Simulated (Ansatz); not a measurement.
Consider ZrHgCl₆.

Input

```
crystal:
  lattice:
    - [4.2834673112, 0.0, 0.0]
    - [0.0, 4.2834673112, 0.0]
    - [0.0, 0.0, 9.5409508963]
  atoms:
    - { symbol: Zr, position: [0.0, 0.0, 0.0] }
    - { symbol: Hg, position: [0.0, 0.0, 0.5] }
    - { symbol: Cl, position: [0.5, 0.5, 0.0] }
    - { symbol: Cl, position: [0.5, 0.5, 0.5] }
    - { symbol: Cl, position: [0.5, 0.0, 0.1921088069] }
    - { symbol: Cl, position: [0.5, 0.0, 0.8078911931] }
    - { symbol: Cl, position: [0.0, 0.5, 0.1921088069] }
    - { symbol: Cl, position: [0.0, 0.5, 0.8078911931] }
kpoints:
  mp_grid: { grid: [6, 6, 4] }
  band_path:
    path:
      - [0.0, 0.0, 0.0]
      - [0.0, 0.5, 0.0]
      - [0.5, 0.5, 0.0]
      - [0.0, 0.0, 0.5]
      - [0.0, 0.5, 0.5]
      - [0.5, 0.5, 0.5]
    npoints: 1
hamiltonian:
  xc: r2scan
  dispersion: rvv10
scf:
  occupations: { method: fermi_dirac, width: 0.03 }
  n_extra_bands: 6
output:
  forces: true
  stress: true
  eigenvalues: true
  write_density: true
  write_potential: true
  elf: true
  volumetric_format: npy
```

Command:

```sh
ansatz run input.yaml --threads 4 --pin off --max-ram 4608MiB --backend cpu --events-out ev --progress --plain --runs-dir out
```

Below, planes, directions and counts refer to the conventional cell (a = 4.28 Å, b = 4.28 Å, c = 9.54 Å, α = 90.00°, β = 90.00°, γ = 90.00°).

Space group P4/mmm; a structure from a database of computed crystals, not necessarily the ambient phase; started from the AlSiNi6-123 prototype, which need not be the ambient phase.

Computed with DFT, r2SCAN+rVV10, plane waves, PAW in Ansatz 0.2.0.

Question: What will maps of the valence pseudo-density and electron localisation function show?

Answer: Zr–Cl (2.82 Å): the density is about 0.26 e/Å³ at the midpoint; the ELF peaks at about 0.90 in the valence shell of Cl, 0.8 Å from its nucleus, and is about 0.35 at the midpoint.

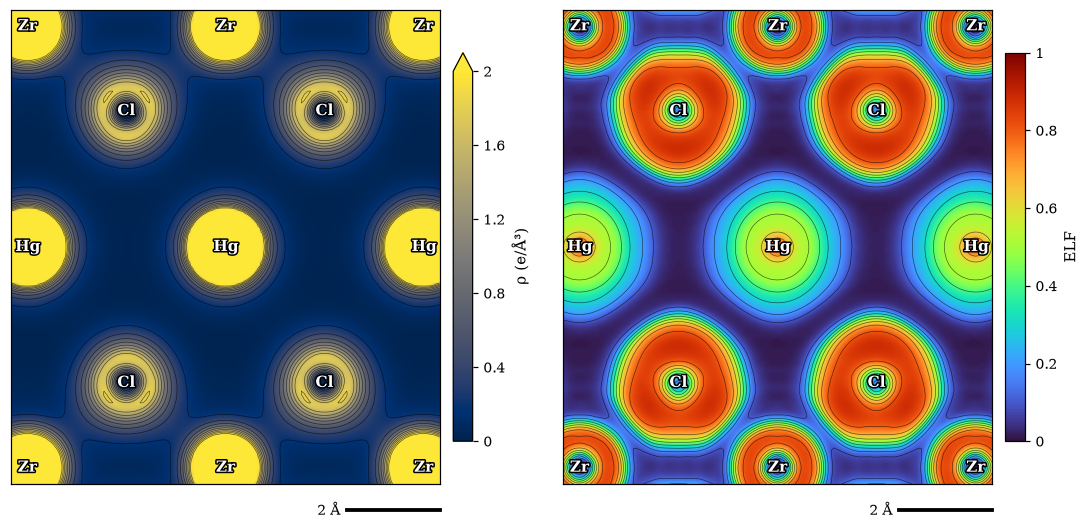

Computed valence pseudo-density and electron localisation function on the (010) plane of the conventional cell, in this order. 
